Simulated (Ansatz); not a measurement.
System: AsBH6 (SMILES [BH3-][AsH3+]).

Input

```
crystal:
  periodic: [false, false, false]
  atoms:
    - {symbol: B, position_ang: [-0.625364, 0.179003, -1.004078]}
    - {symbol: As, position_ang: [0.463822, -0.139875, 0.702010]}
    - {symbol: H, position_ang: [-1.733568, -0.172438, -0.679931]}
    - {symbol: H, position_ang: [-0.071566, -0.531797, -1.807137]}
    - {symbol: H, position_ang: [-0.491115, 1.364901, -1.184472]}
    - {symbol: H, position_ang: [0.073970, 0.593189, 1.959594]}
    - {symbol: H, position_ang: [0.540872, -1.535702, 1.264743]}
    - {symbol: H, position_ang: [1.935149, 0.185618, 0.693471]}
basis:
  gaussian: {orbitals: def2-TZVPP}
hamiltonian: {xc: pbe0, dispersion: d4}
output: {orbitals: {seedname: orbitals}}
```

Command:

```sh
ansatz run in.yaml --threads 4 --pin off --events-out ev --progress --plain --max-ram 10444MiB
```

Geometry: PBE0-D4/def2-TZVP.

Theory: RKS PBE0-D4/def2-TZVPP in Ansatz.

Question: What can the converged electron density and electron localisation function tell about the bonding?

Answer: B–As (2.05 Å): the density is about 0.78 e/Å³ at the midpoint, with its minimum of 0.62 e/Å³ about 0.6 Å from B; the ELF peaks at about 0.90 between the atoms, as expected for localised, covalent bonding.
B–H (1.21 Å): ρ at the midpoint is about 1.2 e/Å³; the ELF climbs to about 1 towards the hydrogen, as it does in any bond to H; an ordinary covalent bond to hydrogen.
As–H (1.51 Å): the density is about 1.2 e/Å³ at the midpoint; the ELF climbs to about 1 towards the hydrogen.

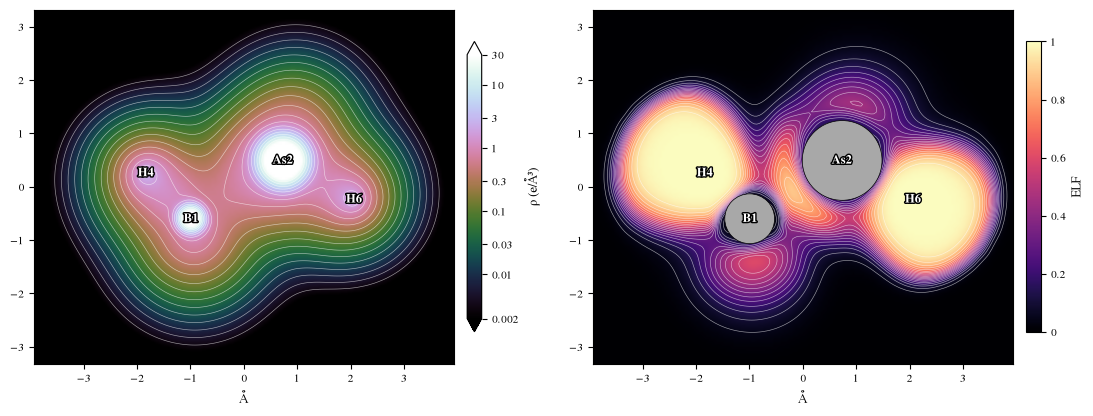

Computed electron density and electron localisation function on the plane of atoms As2, B1 and H4, in this order. Grey discs cover the atomic cores in the ELF map. 
